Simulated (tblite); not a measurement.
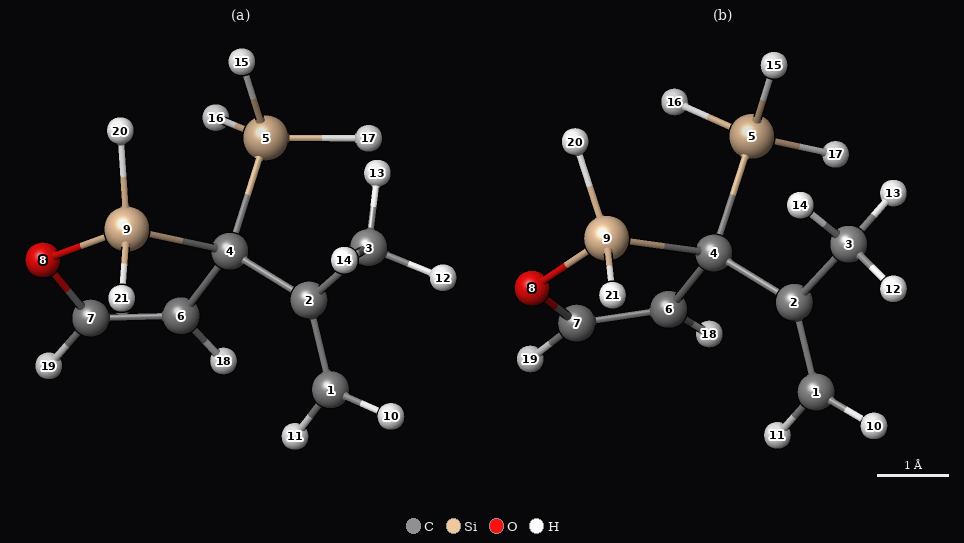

The structure of C$_{6}$H$_{12}$OSi$_{2}$ before (left) and after (right) a relaxation, at one scale.

The picture is a ball-and-stick view, seen at a tilt.

The calculation used GFN2-xTB geometry optimisation, gas phase in tblite. 

> What changed between the two?

Over 148 geometry steps the energy falls by 75.5 kJ/mol. The atom that moves furthest after the best rigid fit is H14 (0.93 Å). Largest moves by element: H 0.93 Å, O 0.46 Å, C 0.17 Å, Si 0.14 Å. Among the contacts that change: O8–Si9 1.748 → 1.644 Å, C4–Si5 1.853 → 1.917 Å, C3–H12 1.138 → 1.087 Å, C6–C7 1.281 → 1.322 Å. Bond angles that change, for instance: Si5–C4–C6 114.0° → 105.3°, C7–O8–Si9 104.7° → 112.1°, H13–C3–H14 115.3° → 107.9°. Groups turn about C2–C3 by about 45°, C4–Si5 by about 30°.
